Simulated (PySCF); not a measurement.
# B2PLYP/6-31G(d) (spherical functions) run of CH7ClSi2 (SMILES [SiH3]C[SiH2]Cl)

Aim: the vertical singlet–triplet gap of CH7ClSi2 at B2PLYP/6-31G* (spherical functions), from 2 runs. The job is set up through a Python script.

The results are computed with PySCF 2.14.0.

## (1) The structure to begin with

CH7ClSi2 has 11 atoms, charge 0, and is taken as a singlet. As SMILES, `[SiH3]C[SiH2]Cl`. The shape is that of a PBE0-D4/def2-TZVP optimisation. This is one conformer, not always the lowest.

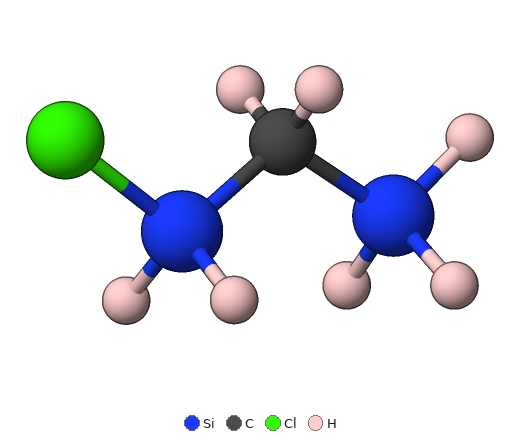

The structure, seen from a chosen angle (silicon blue, carbon dark grey, chlorine green, hydrogen pink).

## (2) A single-point energy at B2PLYP/6-31G(d) (spherical functions)

Contents of run.py:

```python
from pyscf import gto, dft, mp

molecule = gto.Mole()
molecule.atom = '''
Si   1.006300   1.285600  -0.182900
C   -0.570400   0.282700  -0.356100
Si  -0.499800  -1.397400   0.429000
Cl  -2.287500  -2.388300   0.158700
H    0.854300   2.610700  -0.838800
H    1.323900   1.497600   1.254200
H    2.143300   0.566700  -0.816300
H   -1.397400   0.844300   0.091100
H   -0.797200   0.162700  -1.420800
H    0.561500  -2.228800  -0.187700
H   -0.271500  -1.292800   1.890200
'''
molecule.verbose = 3
molecule.spin = 0
molecule.max_memory = 1860
molecule.basis = '6-31g*'
molecule.build()

mf = dft.RKS(molecule)
mf.xc = '0.53*HF + 0.47*B88, 0.73*LYP'
mf.conv_tol = 1e-10
mf.grids.level = 4
mf.kernel()
if not mf.converged:
    mf = mf.newton().run(mf.mo_coeff, mf.mo_occ)

pt = mp.MP2(mf, frozen=16).run()
energy = mf.e_tot + 0.27 * pt.e_corr
print('PT2 part  %.8f' % (0.27 * pt.e_corr))
print('Final energy', energy)
```

The run is started by

```sh
$ OMP_NUM_THREADS=1 python run.py
```

The log of the run:

```text
converged SCF energy = -1080.87228084355
E(RMP2) = -1081.38253314511  E_corr = -0.510252301558626
E(SCS-RMP2) = -1081.3856075863  E_corr = -0.513326742754254
PT2 part  -0.13776812
Final energy -1081.0100489649685
```

Wall time 23 s (1 thread of Arm Neoverse N1, shared host); peak memory 0.42 GiB.

## (3) The triplet

Contents of input.py:

```python
from pyscf import gto, dft, mp

system = gto.M(
    atom='''
Si       1.006300       1.285600      -0.182900
C       -0.570400       0.282700      -0.356100
Si      -0.499800      -1.397400       0.429000
Cl      -2.287500      -2.388300       0.158700
H        0.854300       2.610700      -0.838800
H        1.323900       1.497600       1.254200
H        2.143300       0.566700      -0.816300
H       -1.397400       0.844300       0.091100
H       -0.797200       0.162700      -1.420800
H        0.561500      -2.228800      -0.187700
H       -0.271500      -1.292800       1.890200
''',
    spin=2,
    max_memory=1860,
    verbose=4,
    basis='6-31g*',
)

mf = dft.UKS(system)
mf.xc = '0.53*HF + 0.47*B88, 0.73*LYP'
mf.grids.level = 4
mf.conv_tol = 1e-10
mf.kernel()
if not mf.converged:
    mf = mf.newton().run(mf.mo_coeff, mf.mo_occ)

pt = mp.MP2(mf, frozen=16).run()
energy = mf.e_tot + 0.27 * pt.e_corr
print('PT2 part  %.8f' % (0.27 * pt.e_corr))
print('Final energy', energy)
```

The run is started by

```sh
$ OMP_NUM_THREADS=1 python input.py
```

The log of the run:

```text
PySCF version 2.14.0

[INPUT] num. atoms = 11
[INPUT] num. electrons = 58
[INPUT] charge = 0
[INPUT] spin (= nelec alpha-beta = 2S) = 2
[INPUT] symmetry False subgroup None
[INPUT] Mole.unit = angstrom
[INPUT] Symbol           X                Y                Z      unit          X                Y                Z       unit  Magmom
[INPUT]  1 Si     1.006300000000   1.285600000000  -0.182900000000 AA    1.901631399150   2.429431905741  -0.345630908183 Bohr   0.0
[INPUT]  2 C     -0.570400000000   0.282700000000  -0.356100000000 AA   -1.077899781452   0.534225575415  -0.672931472958 Bohr   0.0
[INPUT]  3 Si    -0.499800000000  -1.397400000000   0.429000000000 AA   -0.944485117058  -2.640703286467   0.810692507438 Bohr   0.0
[INPUT]  4 Cl    -2.287500000000  -2.388300000000   0.158700000000 AA   -4.322748509943  -4.513232903299   0.299899535968 Bohr   0.0
[INPUT]  5 H      0.854300000000   2.610700000000  -0.838800000000 AA    1.614393028216   4.933507993402  -1.585102273285 Bohr   0.0
[INPUT]  6 H      1.323900000000   1.497600000000   1.254200000000 AA    2.501808416312   2.830053844149   2.370094505430 Bohr   0.0
[INPUT]  7 H      2.143300000000   0.566700000000  -0.816300000000 AA    4.050250002780   1.070907794791  -1.542583435482 Bohr   0.0
[INPUT]  8 H     -1.397400000000   0.844300000000   0.091100000000 AA   -2.640703286467   1.595495766970   0.172154049948 Bohr   0.0
[INPUT]  9 H     -0.797200000000   0.162700000000  -1.420800000000 AA   -1.506489666503   0.307458440467  -2.684922877782 Bohr   0.0
[INPUT] 10 H      0.561500000000  -2.228800000000  -0.187700000000 AA    1.061081218943  -4.211821586431  -0.354701593581 Bohr   0.0
[INPUT] 11 H     -0.271500000000  -1.292800000000   1.890200000000 AA   -0.513060642819  -2.443037933838   3.571960320653 Bohr   0.0

nuclear repulsion = 262.739268181963
number of shells = 44
number of NR pGTOs = 208
number of NR cGTOs = 82
basis = 6-31g*
ecp = {}

******** <class 'pyscf.dft.uks.UKS'> ********
method = UKS
initial guess = minao
damping factor = 0
level_shift factor = 0
DIIS = <class 'pyscf.scf.diis.CDIIS'>
diis_start_cycle = 1
diis_space = 8
diis_damp = 0
SCF conv_tol = 1e-10
SCF conv_tol_grad = None
SCF max_cycles = 50
direct_scf = True
direct_scf_tol = 1e-13
number electrons alpha = 30  beta = 28
XC library pyscf.dft.libxc version 7.0.0
    S. Lehtola, C. Steigemann, M. J.T. Oliveira, and M. A.L. Marques.,  SoftwareX 7, 1–5 (2018)
XC functionals = 0.53*HF + 0.47*B88, 0.73*LYP
    A. D. Becke.,  Phys. Rev. A 38, 3098 (1988)
    C. Lee, W. Yang, and R. G. Parr.,  Phys. Rev. B 37, 785 (1988)
    B. Miehlich, A. Savin, H. Stoll, and H. Preuss.,  Chem. Phys. Lett. 157, 200 (1989)
radial grids:
    Treutler-Ahlrichs [JCP 102, 346 (1995); DOI:10.1063/1.469408] (M4) radial grids

becke partition: Becke, JCP 88, 2547 (1988); DOI:10.1063/1.454033
pruning grids: <function nwchem_prune>
grids dens level: 4
symmetrized grids: False
atomic radii adjust function: <function treutler_atomic_radii_adjust>
small_rho_cutoff = 0
Set gradient conv threshold to 1e-05
tot grids = 225096
init E= -1080.8830163867
[... the frontier-level lines of each cycle are left out ...]


cycle= 1 E= -1080.54195939528  delta_E= 0.341  |g|= 0.209  |ddm|= 3.38


cycle= 2 E= -1080.53492113678  delta_E= 0.00704  |g|= 0.272  |ddm|= 0.966


cycle= 3 E= -1080.58687162291  delta_E= -0.052  |g|= 0.0445  |ddm|= 0.608


cycle= 4 E= -1080.58917138747  delta_E= -0.0023  |g|= 0.0226  |ddm|= 0.17


cycle= 5 E= -1080.59009331439  delta_E= -0.000922  |g|= 0.0108  |ddm|= 0.109


cycle= 6 E= -1080.5904726895  delta_E= -0.000379  |g|= 0.00819  |ddm|= 0.0891


cycle= 7 E= -1080.59073487685  delta_E= -0.000262  |g|= 0.00613  |ddm|= 0.09


cycle= 8 E= -1080.59086568558  delta_E= -0.000131  |g|= 0.00455  |ddm|= 0.0653


cycle= 9 E= -1080.59095432015  delta_E= -8.86e-05  |g|= 0.00314  |ddm|= 0.0594


cycle= 10 E= -1080.59100629419  delta_E= -5.2e-05  |g|= 0.00206  |ddm|= 0.05


cycle= 11 E= -1080.59103887304  delta_E= -3.26e-05  |g|= 0.000743  |ddm|= 0.0624


cycle= 12 E= -1080.59104291126  delta_E= -4.04e-06  |g|= 0.000441  |ddm|= 0.00985


cycle= 13 E= -1080.59104505812  delta_E= -2.15e-06  |g|= 0.000265  |ddm|= 0.0107


cycle= 14 E= -1080.59104583453  delta_E= -7.76e-07  |g|= 0.000166  |ddm|= 0.00901


cycle= 15 E= -1080.59104593449  delta_E= -1e-07  |g|= 7.94e-05  |ddm|= 0.0015


cycle= 16 E= -1080.59104597415  delta_E= -3.97e-08  |g|= 3.51e-05  |ddm|= 0.00116


cycle= 17 E= -1080.59104598376  delta_E= -9.61e-09  |g|= 1.59e-05  |ddm|= 0.000991


cycle= 18 E= -1080.59104598587  delta_E= -2.11e-09  |g|= 1.13e-05  |ddm|= 0.000459


cycle= 19 E= -1080.59104598732  delta_E= -1.45e-09  |g|= 7.32e-06  |ddm|= 0.00045


cycle= 20 E= -1080.59104598824  delta_E= -9.21e-10  |g|= 3.77e-06  |ddm|= 0.000543


cycle= 21 E= -1080.59104598839  delta_E= -1.49e-10  |g|= 2.01e-06  |ddm|= 0.00021


cycle= 22 E= -1080.59104598842  delta_E= -3.34e-11  |g|= 1.24e-06  |ddm|= 9.48e-05


Extra cycle  E= -1080.59104598844  delta_E= -1.66e-11  |g|= 1.06e-06  |ddm|= 8.71e-06
converged SCF energy = -1080.59104598844  <S^2> = 2.0125467  2S+1 = 3.0083528

******** <class 'pyscf.mp.ump2.UMP2'> ********
nocc = (np.int64(14), np.int64(12)), nmo = (66, 66)
frozen orbitals 16
E(UMP2) = -1081.13419297343  E_corr = -0.543146984984926
E(SCS-UMP2) = -1081.13108265787  E_corr = -0.540036669429058
E_corr(same-spin) = -0.128930437560984
E_corr(oppo-spin) = -0.414216547423942
PT2 part  -0.14664969
Final energy -1080.7376956743872
```

It took 79 s on 1 thread of Arm Neoverse N1, shared host; peak memory 0.44 GiB.

## (4) Outcome

Level: B2PLYP/6-31G* (spherical functions), 16 core orbitals frozen.

| quantity | value |
| --- | --- |
| singlet: total energy | -1081.01005 Eh |
| singlet: dipole moment (SCF part) | 1.77 D |
| singlet: HOMO energy (SCF part's orbitals) | -9.73 eV |
| singlet: LUMO energy (SCF part's orbitals) | 1.46 eV |
| singlet: HOMO–LUMO gap (SCF part's orbitals) | 11.20 eV |
| triplet: total energy | -1080.73770 Eh |
| triplet: dipole moment (SCF part) | 2.27 D |
| triplet: HOMO energy (SCF part's orbitals) (highest over α and β) | -2.06 eV |
| triplet: ⟨S²⟩ | 2.013 |
| vertical energy of the triplet above the singlet | 7.411 eV |

**Reading.** At this shape the triplet lies 7.41 eV (171 kcal/mol) above the singlet. Mulliken charges (triplet) run from -0.68 on C2 to +0.50 on Si1.
